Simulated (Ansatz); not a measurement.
# AlSiH (singlet): one geometry, many settings at distance Si1–Al2 = 4.219 Å

Aim: run AlSiH (singlet) at one geometry under a spread of methods and options, and see what each costs and gives.

Program: Ansatz 0.2.0, Gaussian basis. Level of theory: the settings change from run to run. These are calculated values, not measurements.

34 further runs of the same task are left out: 2 for a known fault of the program, 29 that didn't finish, 3 set aside as unsound or not needed.

**1. The system**

The geometry derives from a PBE0/def2-TZVP stationary point (not a proven minimum). One bond is set to the value named and the two fragments are kept rigid.

3 atoms, charge 0, spin multiplicity 1.

Atoms are counted from 1 here; the program's logs count them from 0.

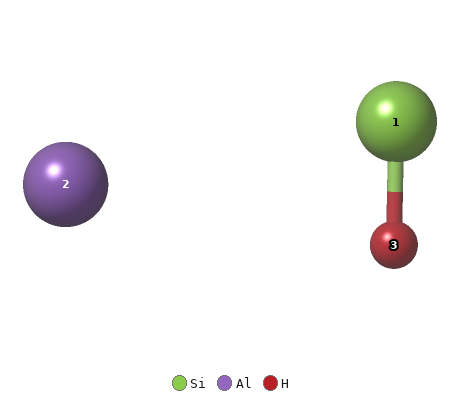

The geometry (silicon green, aluminium purple, hydrogen red); atoms are numbered from 1 in the order of the file.

**2. CCSD on RHF/STO-3G**

File in.yaml:

```yaml
crystal:
  periodic: [false, false, false]
  atoms:
    - {symbol: Si, position_ang: [0.000000, -0.549713, 1.496055]}
    - {symbol: Al, position_ang: [0.000000, -0.421596, -2.720999]}
    - {symbol: H, position_ang: [0.000000, 0.971310, 1.224944]}
basis:
  gaussian: {orbitals: STO-3G}
magnetization: {spin_polarized: false}
correlation: {method: ccsd, electrons: valence}
```

On the command line:

```console
> ansatz run in.yaml --threads 1 --pin off --events-out ev --progress --plain --max-ram 2393MiB
```

The log of the run, cut to the lines that bear on the results:

```text
Functional definition: HF
  name "HF"
  cite "Fock, Z. Phys. 61, 126 (1930) doi:10.1007/BF01340294"
  parent pbe
[...]
192 factors; integrals over basis functions are off by at most 2.8e-5 eV
[...]
mean field -14280.99632873 eV, -524.8169350739 hartree, gradient 3.8e-7 eV, S^2 0.000000; 9 other end points of the search recorded, 0 dependent functions left out; unrestricted orbitals would lower it
[...]
determinant -14280.99632873 eV, -524.8169350739 hartree, with singles and doubles -14284.59985822 eV, -524.9493623402 hartree
determinant -14280.17137051 eV, -524.7866184186 hartree, with singles and doubles -14283.99327458 eV, -524.9270708024 hartree
determinant -14279.11887524 eV, -524.7479399307 hartree, with no singles and doubles
unrestricted determinant -14283.73173392 eV, -524.9174593603 hartree, S^2 1.0036
10 core orbitals not correlated: weight in the atoms' cores, before any rotation towards them, 1.000 or more for the frozen orbitals, at most 0.000 for the correlated occupied ones
reference -14280.99632873 eV, -524.8169350739 hartree; 4, 4 occupied and 5, 5 virtual orbitals, 192 factors
second order -2.49901278 eV of doubles, -0.00000000 eV of singles
cycle   1  -2.27691352 eV  change   -8.0e-1 eV  update   1.5e-1
[...]
cycle  29  -4.35627562 eV  change   -3.5e-6 eV  update   1.6e-6
WARN: these amplitudes may be one of several solutions (largest doubles amplitude 0.91, level shift 5.83 eV)
Total energy: -14285.35260435 eV, -524.9770252502 hartree
```

Run time: 0.75 s. Hardware: 1 thread of Arm Neoverse V2, shared host.

From the report: correlation -4.3563 eV; T1 0.144; largest double amplitude 0.91. The report flags that the cluster equations may have other roots.

**3. CISD/def2-SVPD**

Edit in.yaml of step 2 so:

```diff
@@ -7,4 +7,3 @@
 basis:
-  gaussian: {orbitals: STO-3G}
-magnetization: {spin_polarized: false}
-correlation: {method: ccsd, electrons: valence}
+  gaussian: {orbitals: def2-SVPD}
+correlation: {active_space: {ras: {orbitals: [4, 0, 42], electrons: 8, max_holes: 2, max_particles: 2}, fixed_orbitals: true}}
```

Launched as before.

The log of the run:

```text
Functional definition: HF
  name "HF"
  cite "Fock, Z. Phys. 61, 126 (1930) doi:10.1007/BF01340294"
  parent pbe
  exchange = exact_x
  correlation = 0
523 factors; integrals over basis functions are off by at most 9.5e-4 eV
mean field evaluation 1: about -14450.3885 eV, gradient 9.5e0 eV
mean field evaluation 2: about -14450.3885 eV, gradient 9.5e0 eV
mean field evaluation 4: about -14451.6243 eV, gradient 1.7e0 eV
mean field evaluation 8: about -14451.6705 eV, gradient 1.2e-1 eV
mean field evaluation 16: about -14449.2030 eV, gradient 1.4e1 eV
mean field evaluation 32: about -14449.7748 eV, gradient 4.9e0 eV
mean field -14451.67074994 eV, -531.0891043661 hartree, gradient 2.5e-6 eV, S^2 0.000000; 3 other end points of the search recorded, 0 dependent functions left out
reference -14451.67074994 eV, -531.0891043661 hartree; 14, 14 occupied and 42, 42 virtual orbitals, 523 factors
state -14456.01613449 eV, -531.2487943029 hartree
Total energy: -14456.01613449 eV, -531.2487943029 hartree
```

Wall time 0.93 s (1 thread of Arm Neoverse V2, shared host).

From the report: 21,533 determinants.

**4. BCCD(T) on RHF/6-31G**

File in.yaml:

```yaml
crystal:
  periodic: [false, false, false]
  atoms:
    - {symbol: Si, position_ang: [0.000000, -0.549713, 1.496055]}
    - {symbol: Al, position_ang: [0.000000, -0.421596, -2.720999]}
    - {symbol: H, position_ang: [0.000000, 0.971310, 1.224944]}
basis:
  gaussian: {orbitals: 6-31G}
magnetization: {spin_polarized: false}
correlation: {method: bccd_t, electrons: outside_noble_gas}
accuracy: high
```

Launched as before.

The log of the run, cut to the lines that bear on the results:

```text
Functional definition: HF
  name "HF"
  cite "Fock, Z. Phys. 61, 126 (1930) doi:10.1007/BF01340294"
  parent pbe
[...]
572 factors; integrals over basis functions are off by at most 3.9e-9 eV
[...]
mean field -14455.08299004 eV, -531.2145018769 hartree, gradient 3.0e-8 eV, S^2 0.000000; 7 other end points of the search recorded, 0 dependent functions left out; unrestricted orbitals would lower it
determinant -14455.08299004 eV, -531.2145018769 hartree, with singles and doubles -14458.25775426 eV, -531.3311723099 hartree
determinant -14453.91286261 eV, -531.1715004869 hartree, with singles and doubles -14457.51336266 eV, -531.3038164232 hartree
determinant -14452.96162396 eV, -531.1365431114 hartree, with singles and doubles -14456.82013521 eV, -531.2783407843 hartree
10 core orbitals not correlated: weight in the atoms' cores, before any rotation towards them, 1.000 or more for the frozen orbitals, at most 0.000 for the correlated occupied ones
reference -14455.08299004 eV, -531.2145018769 hartree; 4, 4 occupied and 14, 14 virtual orbitals, 572 factors
second order -2.02844520 eV of doubles, -0.00000000 eV of singles
cycle   1  -2.60471206 eV  change   -6.6e-1 eV  update   1.2e-1
[...]
cycle  46  -3.16962301 eV  change  -8.8e-11 eV  update  6.6e-10
perturbative correction -0.06986016 eV, -0.0025673135 hartree
WARN: these amplitudes may be one of several solutions (largest doubles amplitude 0.36, level shift 0.49 eV)
Total energy: -14458.32247321 eV, -531.3335506876 hartree
```

Wall time 0.81 s (1 thread of Arm Neoverse V2, shared host).

From the report: correlation -3.2395 eV; largest double amplitude 0.36. The report flags that the cluster equations may have other roots.

**5. MRCISD+Q(4,4)/6-31G**

File in.yaml:

```yaml
crystal:
  periodic: [false, false, false]
  atoms:
    - {symbol: Si, position_ang: [0.000000, -0.549713, 1.496055]}
    - {symbol: Al, position_ang: [0.000000, -0.421596, -2.720999]}
    - {symbol: H, position_ang: [0.000000, 0.971310, 1.224944]}
basis:
  gaussian: {orbitals: 6-31G, point_charges: [{charge: 1.00, position_ang: [3.463, -0.171, -0.398]}]}
correlation: {method: fic_mrcisd_q, electrons: outside_noble_gas, active_space: {window: {electrons: 4, orbitals: 4}, states: [{multiplicity: 1, weights: [0.5, 1, 0.5]}, {multiplicity: 3, weights: [1]}]}}
```

Launched as before.

The log of the run, cut to the lines that bear on the results:

```text
Functional definition: HF
  name "HF"
  cite "Fock, Z. Phys. 61, 126 (1930) doi:10.1007/BF01340294"
  parent pbe
[...]
550 factors; integrals over basis functions are off by at most 1.5e-7 eV
[...]
mean field -14455.37954408 eV, -531.2254000366 hartree, gradient 2.3e-6 eV, S^2 0.000000; 5 other end points of the search recorded, 0 dependent functions left out; unrestricted orbitals would lower it
reference -14455.37954408 eV, -531.2254000366 hartree; 14, 14 occupied and 14, 14 virtual orbitals, 550 factors
state -14456.68569148 eV, -531.2734000684 hartree
state -14456.36552827 eV, -531.2616342875 hartree
state -14453.90906915 eV, -531.1713610800 hartree
contracted CI cycle   1: correlation 0.00000000 eV, 0.0000000000 hartree, residual 7.30e0 eV
contracted CI cycle   2: correlation -1.78451037 eV, -0.0655795466 hartree, residual 1.70e0 eV
[...]
contracted CI cycle   3: correlation -1.85782479 eV, -0.0682738019 hartree, residual 5.56e-1 eV
contracted CI cycle   4: correlation -1.86774640 eV, -0.0686384140 hartree, residual 1.85e-1 eV
contracted CI cycle   5: correlation -1.86898489 eV, -0.0686839280 hartree, residual 7.00e-2 eV
contracted CI cycle   6: correlation -1.86920382 eV, -0.0686919733 hartree, residual 3.08e-2 eV
contracted CI cycle   7: correlation -1.86925295 eV, -0.0686937790 hartree, residual 1.65e-2 eV
contracted CI cycle   8: correlation -1.86926711 eV, -0.0686942992 hartree, residual 8.35e-3 eV
contracted CI cycle   9: correlation -1.86926999 eV, -0.0686944051 hartree, residual 3.41e-3 eV
contracted CI cycle  10: correlation -1.86927041 eV, -0.0686944204 hartree, residual 1.26e-3 eV
contracted CI cycle  11: correlation -1.86927047 eV, -0.0686944226 hartree, residual 4.86e-4 eV
state -14456.63432579 eV, -531.2715124142 hartree; corrected -14458.66605469 eV, -531.3461770738 hartree
Total energy: -14458.81616550 eV, -531.3516935447 hartree
```

It took 1.1 s on 1 thread of Arm Neoverse V2, shared host.

From the report: 36 determinants; active occupations (of the averaged states) 1.97, 0.94, 0.56, 0.53.

**6. CCSDT(Q)/cc-pVDZ**

File in.yaml:

```yaml
crystal:
  periodic: [false, false, false]
  atoms:
    - {symbol: Si, position_ang: [0.000000, -0.549713, 1.496055]}
    - {symbol: Al, position_ang: [0.000000, -0.421596, -2.720999]}
    - {symbol: H, position_ang: [0.000000, 0.971310, 1.224944]}
basis:
  gaussian: {orbitals: cc-pVDZ}
magnetization: {spin_polarized: false}
hamiltonian: {xc: {name: PBE}}
correlation: {method: ccsdt_q, electrons: outside_noble_gas}
scf: {omitted_lower_state_checks: [cluster_reference]}
```

The command is unchanged.

The log of the run, cut to the lines that bear on the results:

```text
Functional definition: PBE
  name "PBE"
  cite "Perdew, Burke & Ernzerhof, Phys. Rev. Lett. 77, 3865 (1996) doi:10.1103/PhysRevLett.77.3865"
  parent pbe
[...]
753 factors; integrals over basis functions are off by at most 1.9e-7 eV
[...]
mean field -14478.33278191 eV, -532.0689159686 hartree, gradient 2.7e-6 eV, S^2 0.000000; 3 other end points of the search recorded, 0 dependent functions left out; unrestricted orbitals would lower it
10 core orbitals not correlated: weight in the atoms' cores, before any rotation towards them, 1.000 or more for the frozen orbitals, at most 0.000 for the correlated occupied ones
reference -14456.02709478 eV, -531.2491970859 hartree; 4, 4 occupied and 27, 27 virtual orbitals, 753 factors
second order -3.80942740 eV of doubles, -0.23628613 eV of singles
cycle   1  -4.63640788 eV  change   -6.0e-1 eV  update   1.3e-1
[...]
cycle  31  -5.44181115 eV  change   -2.0e-7 eV  update   8.7e-7
perturbative correction -0.02307995 eV, -0.0008481726 hartree
Total energy: -14461.49198588 eV, -531.4500281298 hartree
Checks for a lower state left out: cluster_reference
```

Wall time 3.2 s (1 thread of Arm Neoverse V2, shared host).

From the report: correlation -5.4649 eV; T1 0.019; largest double amplitude 0.34. The orbitals are Kohn-Sham ones, so correlation energy and T1 don't compare with those on Hartree-Fock orbitals.

**7. The runs in one table**

Where basis and cores are those of an earlier FCI/6-31G run (-14458.3506 eV), and the state is the same kind, the miss against it is given. † marks a result that the program doubts.

| level | correlated | functions | energy (eV) | from FCI (meV) | time |
| --- | --- | --- | --- | --- | --- |
| CCSD on RHF/STO-3G † | valence | 19 | -14285.3526 |  | 0.75 s |
| CISD/def2-SVPD | valence | 56 | -14456.0161 |  | 0.93 s |
| BCCD(T) on RHF/6-31G † | outside noble gas | 28 | -14458.3225 | 28.2 | 0.81 s |
| MRCISD+Q(4,4)/6-31G (mean of several states, beside a point charge) | outside noble gas | 28 | -14458.8162 |  | 1.1 s |
| CCSDT(Q)/cc-pVDZ (on PBE orbitals) | outside noble gas | 41 | -14461.4920 |  | 3.2 s |

**8. What came out**

| quantity | value |
| --- | --- |
| runs | 5 |
| quickest | CCSD on RHF/STO-3G †, 0.75 s |
| slowest | CCSDT(Q)/cc-pVDZ (on PBE orbitals), 3.2 s |

**Reading.** Total energies in different bases, with other cores or another treatment of relativity can't be set against each other. CCSDT(Q)/cc-pVDZ (on PBE orbitals) took 4 times as long as CCSD on RHF/STO-3G †; the jobs differ in more than the method.
